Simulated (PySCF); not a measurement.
```xyz
12

C     2.3776   -1.1473   -0.1405
O     1.1580   -0.8199    0.2647
C     0.3443   -0.0649   -0.5218
O     0.6922    0.3000   -1.6311
Si   -1.3588    0.2811    0.2502
O    -1.8839    1.7566   -0.1829
O    -1.1213    0.2702    1.8459
H     2.7347   -0.8138   -1.0987
H     2.9563   -1.7317    0.5455
H    -2.3225   -0.7350   -0.1683
H    -1.8113    2.0553   -1.0851
H    -1.7641    0.6485    2.4402
```

Geometry: GFN2-xTB.

Computed with PySCF, UKS B3LYP, pcH-1 on C H O Si, non-relativistic, mean-field spin-orbit, GIAO.

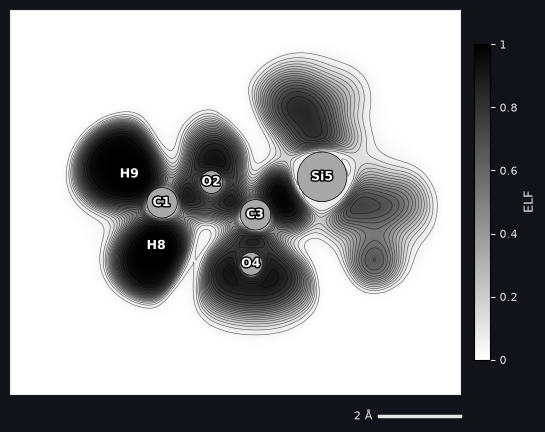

C2H5O4Si (SMILES [CH2]OC(=O)[SiH](O)O) (doublet). ELF on the plane of atoms O2, C1 and H9. Grey discs cover the atomic cores.

**What does the map show?**

Atoms in the plane: C, O, Si and H.
C–O (1.22 Å): the ELF peaks at about 0.85 between the atoms; a multiple bond.
C–Si (1.90 Å): the ELF peaks at about 1 between the atoms (a covalent bond).
C–O (1.33 Å): the ELF peaks at about 0.90 between the atoms, as expected for a polar covalent bond.
C–H (1.07 Å): the ELF climbs to about 1 towards the hydrogen, as it does in any bond to H; an ordinary covalent bond to hydrogen.
The ELF also peaks beside O4, O2 and O7, away from the bonds: non-bonding electrons, paired or unpaired.
